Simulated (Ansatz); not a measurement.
Cost and result by functional for the surface energy of the (110) surface of rock-salt TaN (a high-symmetry phase, unstable at 0 K and held by its symmetry) in its 1x1 cell (cut with top plane N + Ta, bottom plane N + Ta), outermost plane spacing 1.56 Å in the ideal cut, in Ansatz (plane waves, PAW). Single points on the PBE structure, on one kind of machine; costs are rough ratios of the slab run's core time (references not counted) to the cheapest single point. r2SCAN's cost holds its higher cutoff (500 against 420 eV). Differences are taken against r2SCAN for comparison alone: no measured value is at hand, so the table doesn't rank accuracy.

Slab: 16 atoms, N8Ta8, 10.9 Å thick at the start; k 12x9x1, smearing 0.1 eV, dipole-corrected; all atoms relaxed; start symmetry kept, larger cells not searched; no spin, no spin-orbit, no U. These notes are the PBE run's.

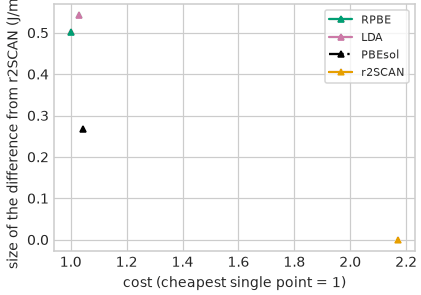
*Difference from r2SCAN against cost*

```json
[
 {"functional": "RPBE", "relative cost": "1", "surface energy (J/m²)": "1.63", "less r2SCAN (J/m²)": "-0.50"},
 {"functional": "LDA", "relative cost": "1", "surface energy (J/m²)": "2.67", "less r2SCAN (J/m²)": "0.54"},
 {"functional": "PBEsol", "relative cost": "1", "surface energy (J/m²)": "2.40", "less r2SCAN (J/m²)": "0.27"},
 {"functional": "r2SCAN", "relative cost": "2", "surface energy (J/m²)": "2.13", "less r2SCAN (J/m²)": "0.00"},
 {"functional": "PBE (the relaxed run's value)", "relative cost": "–", "surface energy (J/m²)": "1.93", "less r2SCAN (J/m²)": "-0.20"}
]
```

The values span 1.05 J/m², while the single points' costs differ by a factor of roughly 2. Differences are of unrounded values.

Ansatz is a quantum-chemistry and plane-wave program.
